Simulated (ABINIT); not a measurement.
# A GW chain in ABINIT: BaLiF3 (Pm-3m), part 3 of 3

Wanted: ground state, empty states, screening and self-energy for BaLiF3 (Pm-3m).

ABINIT 10.8.3; LDA and many-body steps on it, plane waves. Known limits of the many-body steps: not at the basis limit; no spin-orbit coupling; coarse k mesh.

So far. Step 4 (Empty states on the mesh, 2×2×2 mesh, 47 bands): On this mesh the gap is 6.550 eV. Step 5 (Screening, 2×2×2 mesh, 43 bands, screening to 87.1 eV): Local fields lower ε∞ by 7 %. On a Γ-centred mesh this coarse the value itself is usually too large, while a short band sum pulls it down.

### 6. Self-energy, 2×2×2 mesh, 43 bands, screening to 87.1 eV

The self-energy is evaluated for the states that the input lists, and the levels follow from it, in one-shot runs by the linearised quasiparticle equation.

This step: G0W0 on LDA, plane waves, norm-conserving pseudopotentials.

File run.abi:

```
acell 3*1.0 Angstrom
rprim 
  3.988581640000 0.000000000000 0.000000000000
  0.000000000000 3.988581640000 0.000000000000
  0.000000000000 0.000000000000 3.988581640000
ntypat 3
znucl 56 3 9
natom 5
typat 1 2 3 3 3
xred 
  0.000000000000 0.000000000000 0.000000000000
  0.500000000000 0.500000000000 0.500000000000
  0.000000000000 0.500000000000 0.500000000000
  0.500000000000 0.500000000000 0.000000000000
  0.500000000000 0.000000000000 0.500000000000
pp_dirpath "pseudos"
pseudos "Ba.upf, Li.upf, F.upf"
ecut 36
ngkpt 2 2 2
nshiftk 1
shiftk 0 0 0
kptopt 1
chksymbreak 0
istwfk *1
occopt 1
irdwfk 1
optdriver 4
nband 43
gwcalctyp 0
ecutsigx 36
symsigma 1
nkptgw 1
kptgw 
  0.0000000000 0.0000000000 0.0000000000
bdgw 
  15 19
ecuteps 3.2
irdscr 1
ppmodel 1
indata_prefix "in"
outdata_prefix "out"
tmpdata_prefix "tmp"
```

Launch:

```bash
$ OMP_NUM_THREADS=1 mpirun -n 4 abinit run.abi > log
```

Numbers of over 12 decimals in the logs are rounded to 6 here.

Output:

```text
.Version 10.8.3 of ABINIT. v10.8.2 released Aug 2026.

 Symmetries : space group Pm -3 m (#221); Bravais cP (primitive cubic)
[... echo of the input left out ...]
== DATASET  1 ==================================================================
-   mpi_nproc: 4, omp_nthreads: 1 (-1 if OMP is not activated)

--- !DatasetInfo
iteration_state: {dtset: 1, }
dimensions: {natom: 5, nkpt: 4, mband: 43, nsppol: 1, nspinor: 1, nspden: 1, mpw: 4468, }
cutoff_energies: {ecut:  36.0, pawecutdg:  -1.0, }
electrons: {nelect:   3.40000000E+01, charge:   0.00000000E+00, occopt:   1.00000000E+00, tsmear:   1.00000000E-02, }

 SIGMA: Calculation of the GW corrections

 Based on a program developped by R.W. Godby, V. Olevano, G. Onida, and L. Reining.
 Incorporated in ABINIT by V. Olevano, G.-M. Rignanese, and M. Torrent.
.Using double precision arithmetic ; gwpc =  8

[... cell and pseudopotentials left out ...]
--------------------------------------------------------------------------------

 ==== K-mesh for the wavefunctions ====
 Number of points in the irreducible wedge :     4
[... list of points left out ...]
 Together with 48 symmetry operations and time-reversal symmetry
 yields     8 points in the full Brillouin Zone.

 ==== Q-mesh for screening function ====
 Number of points in the irreducible wedge :     4
[... list of points left out ...]
 Together with 48 symmetry operations and time-reversal symmetry
 yields     8 points in the full Brillouin Zone.

 vcoul_init : cutoff-mode = AUXILIARY_FUNCTION
 q-points for optical limit:   1
     1)      0.000010    0.000020    0.000030
 setmesh: FFT mesh size selected  =    45x   45x   45
          total number of points  =        91125

 Number of electrons calculated from density =   34.0000; Expected =   34.0000
 average of density, n =  0.079401
 r_s =    1.4433
 omega_plasma =   27.1812 [eV]

 === KS Band Gaps ===
  >>>> For spin  1
   Minimum direct gap =   6.5504 [eV], located at k-point      :   0.0000  0.0000  0.0000
   Fundamental gap    =   6.5504 [eV], Top of valence bands at :   0.0000  0.0000  0.0000
                                       Bottom of conduction at :   0.0000  0.0000  0.0000
 SIGMA fundamental parameters:
 PLASMON POLE MODEL  1
 number of plane-waves for SigmaX                 4385
 number of plane-waves for SigmaC and W            123
 number of plane-waves for wavefunctions          4385
 number of bands                                    43
 number of independent spin polarizations            1
 number of spinorial components                      1
 number of k-points in IBZ                           4
 number of q-points in IBZ                           4
 number of symmetry operations                      48
 number of k-points in BZ                            8
 number of q-points in BZ                            8
 number of frequencies for dSigma/dE                 9
 frequency step for dSigma/dE [eV]                0.25
 number of omega for Sigma on real axis              0
 max omega for Sigma on real axis  [eV]           0.00
 zcut for avoiding poles [eV]                     0.10

 EPSILON^-1 parameters (SCR file):
 dimension of the eps^-1 matrix on file            123
 dimension of the eps^-1 matrix used               123
 number of plane-waves for wavefunctions          4385
 number of bands                                    43
 number of q-points in IBZ                           4
 number of frequencies                               2
 number of real frequencies                          1
 number of imag frequencies                          1

 matrix elements of self-energy operator (all in [eV])

 Perturbative Calculation

--- !SelfEnergy_ee
iteration_state: {dtset: 1, }
kpoint     : [   0.000,    0.000,    0.000, ]
spin       : 1
KS_gap     :    6.550
QP_gap     :   10.292
Delta_QP_KS:    3.742
data: !SigmaeeData |
     Band     E0 <VxcDFT>   SigX SigC(E0)      Z dSigC/dE  Sig(E)    E-E0       E
       15   1.789 -22.500 -29.824   5.388   0.804  -0.244 -24.056  -1.556   0.233
       16   1.789 -22.500 -29.824   5.388   0.804  -0.244 -24.056  -1.556   0.233
       17   1.789 -22.500 -29.824   5.388   0.804  -0.244 -24.056  -1.556   0.233
       18   8.340 -10.222  -4.967  -2.775   0.881  -0.135  -8.037   2.185  10.525
       19   8.340 -10.222  -4.967  -2.775   0.881  -0.135  -8.037   2.185  10.525

== END DATASET(S) ==============================================================
================================================================================

 -outvars: echo values of variables after computation  --------
           etotal      0.0000000000E+00
            nband          43
             nkpt           4
          spgroup         221
 [... the other variables as echoed above ...]

 Calculation completed.
```

It took 2.8 s on 4 MPI ranks of Arm Neoverse V2, shared host; peak memory 0.16 GiB; 11 s of CPU time.

This step gave:

```yaml
g0w0_gap_on_the_points_computed: 10.29 eV
starting_gap_on_the_mesh: 6.550 eV
k_of_the_valence_top: 0, 0, 0
k_of_the_conduction_bottom: 0, 0, 0
z_at_the_valence_top: 0.804
z_at_the_conduction_bottom: 0.881
least_direct_g0w0_gap_on_the_computed_points: 10.29 eV
```

The gap on the mesh goes from 6.55 eV to 10.29 eV, a correction of +3.74 eV.

Limits: finite bands, cutoff and mesh; no spin-orbit coupling; coarse k mesh. v1 is the top filled band, c1 the lowest empty one. The levels before and after the correction (eV, zero at the valence-band top of each column):

```tsv
	conduction bottom	valence top
Kohn-Sham	6.55	0.00
G0W0	10.29	0.00
```

```tsv
	level	energy (eV)
Kohn-Sham	Γ v3-v1	0.000
Kohn-Sham	Γ c1-c2	6.550
G0W0	Γ v3-v1	0.000
G0W0	Γ c1-c2	10.292
```

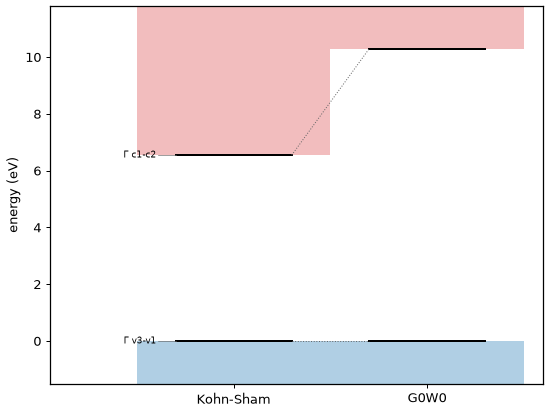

Levels before and after the correction. Shaded: valence and conduction bands.

### 7. Where the time went

Times are wall times on 4 MPI ranks of Arm Neoverse V2, shared host, good to a factor of about two.

```tsv
step	time	share	memory (GiB)
ground state	19 s	36 %	0.33
bands along the symmetry lines	20 s	37 %	0.34
empty states on the mesh	7.5 s	14 %	0.28
screening	4.1 s	8 %	0.5
self-energy	2.8 s	5 %	0.16
```

### 8. Summary of results

| Quantity | Value |
| --- | --- |
| LDA gap | 6.55 eV, direct |
| G0W0 gap on the mesh | 10.29 eV |
| GW settings | 2×2×2 mesh, 43 bands, screening to 87.1 eV, Godby-Needs plasmon pole |
| known limits | not at the basis limit; no spin-orbit coupling; coarse k mesh |

**Reading.** G0W0 moves the gap on the mesh from 6.55 eV to 10.29 eV (+3.74 eV), with Z of 0.80 and 0.88 at the edges. Local fields lower the RPA ε∞ on this mesh from 2.84 to 2.65; a Γ-centred mesh this coarse tends to raise both, most where the direct gap is narrow, while a short band sum lowers them. Only 1 of the mesh's irreducible points was corrected, so a valley elsewhere could overtake. Bands and cutoff are finite, so the gap is not at the basis limit. The miss can reach some tenths of an eV and take either sign; the mesh is an error of its own. In the G0W0 run levels were corrected at 1 k point alone, so a gap called «on the mesh» is the least over those, and an edge elsewhere would be missed. The 2×2×2 mesh is coarse for this cell, which bears on the long-range parts of exchange and screening. This is the ideal cubic cell; many perovskites, halides above all, are cubic only on average, and local tilts or off-centring can widen the gap. The many-body steps are scalar-relativistic: spin-orbit coupling is not in them.

[Paths, hosts, dates, memory and timing lines, banners, echoed tables and standing remarks are left out of the program output.]

[Logs are printed without paths, hosts, clocks, repeated set-up lines and the standing remarks that a program may print on its own settings, such as how far it seeks lower states.]

[Runs of the session that timed out or met a known fault of the program may be left out.]

[Hosts, paths, dates, database ids (printed as entryN), source tags and the programs' standing remarks are cut or masked in the printed files.]

[G0W0 gaps are taken among the corrected bands and points alone; a level outside them can change the order at an edge.]

[Where Ansatz stands beside ABINIT at settings called matched, ABINIT's density can come from a denser mesh and the files from another edition; pairs whose starting gaps differed by over 0.03 eV were left out, so agreement reads better than it is.]
